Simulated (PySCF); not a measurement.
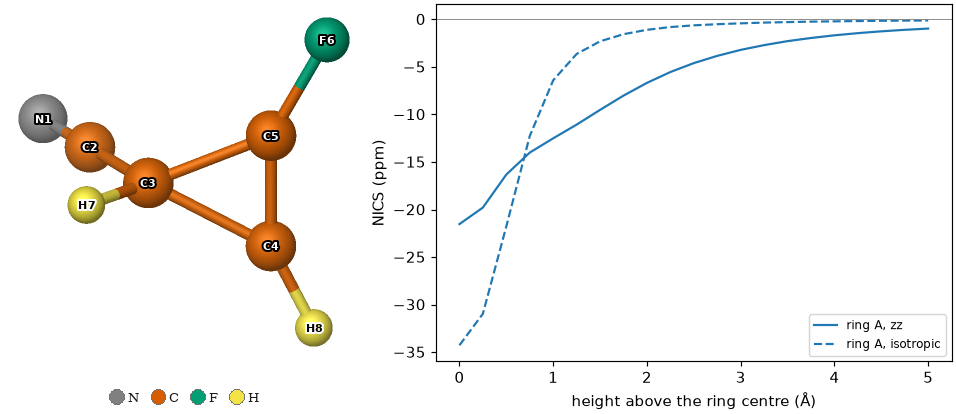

Figure. C₄H₂FN, SMILES `N#CC1C=C1F`. GIAO NICS scans along the ring normals; ring A: 3-membered ring C3/C4/C5.

Computed with PySCF, BP86/def2-SVP, geometry: GFN2-xTB. No frequency check shows the geometry to be a minimum.

Input

```python
import numpy as np
from pyscf import gto, scf, dft
from pyscf.prop import nmr
from pyscf.data import nist

def solve(mol, dm0=None, hcore=None):
    mf = (dft.UKS if mol.spin else dft.RKS)(mol, xc='bp86')
    mf.grids.level = 3
    mf.conv_tol, mf.max_cycle = 1e-8, 80
    if hcore is not None:
        mf.get_hcore = lambda *args: hcore
    mf.kernel(dm0)
    if not mf.converged:
        mf = mf.newton().run(mf.mo_coeff, mf.mo_occ, max_cycle=30)
    assert mf.converged, 'SCF not converged'
    return mf

mol = gto.M(atom='''
N     -2.46085     0.54840    -0.31567
C     -1.48434     0.11053     0.08975
C     -0.26832    -0.43591     0.59764
C      0.65682    -1.22345    -0.34513
C      1.03883    -0.03502    -0.01505
F      1.90247     0.94532    -0.06018
H     -0.32076    -0.70180     1.65171
H      0.76661    -2.14174    -0.86372
''', basis='def2-svp', charge=0, spin=0, verbose=4)
mf = solve(mol)
vxc = nmr.rks.get_vxc_giao  # smaller grid blocks
nmr.rks.get_vxc_giao = lambda *a, **k: vxc(*a, **{**k, 'max_memory': 300})
calc = nmr.RKS(mf)
calc.cphf = True
nuclei = calc.kernel()
mo1 = calc.mo10
# ring centres and points 1 angstrom above and below them
points = np.array([
    [0.4758, -0.5648, 0.0792],
    [0.9610, -0.9401, 0.8689],
    [-0.0095, -0.1895, -0.7106],
]) / nist.BOHR
mol.atom_coord = lambda i, unit='Bohr': points[i]
idx = range(len(points))
sigma = (calc.dia(shielding_nuc=idx) + calc.para(mo10=mo1, shielding_nuc=idx)[0]) * nist.ALPHA**2 * 1e6
for p, t in zip(points, sigma):
    print('NICS at %8.4f %8.4f %8.4f  %8.2f ppm' % (*(p * nist.BOHR), -t.trace() / 3))
occ = mf.mo_coeff[:, mf.mo_occ > 0]
dm1 = np.array([mf.mo_coeff @ (2 * x) @ occ.T for x in mo1])
np.savez('result.npz', sigma=sigma, nuclei=nuclei, dm0=mf.make_rdm1(), dm1=dm1, e=mf.e_tot, eps=mf.mo_energy, occ=mf.mo_occ)
```

Launched as:

```sh
OMP_NUM_THREADS=1 python input.py
```

The run took 28 s on 1 thread of Intel(R) Xeon(R) Processor @ 2.50GHz (Skylake/Cascade Lake) (shared host), peak memory 0.51 GiB.

The script gives the values at the ring points; maps and scans were evaluated afterwards from its response orbitals, outside that time.

### What does each scan say about the ring current?

Ring A is shielded above its centre; in a three-membered ring σ bonds weigh heavily, so the values alone don't measure π aromaticity: NICSzz reaches −21.5 ppm at 0.00 Å; NICS(0) = −34.3, NICS(1) = −6.4 and −5.0, NICS(1)zz = −12.5 and −9.5 (two faces) ppm.
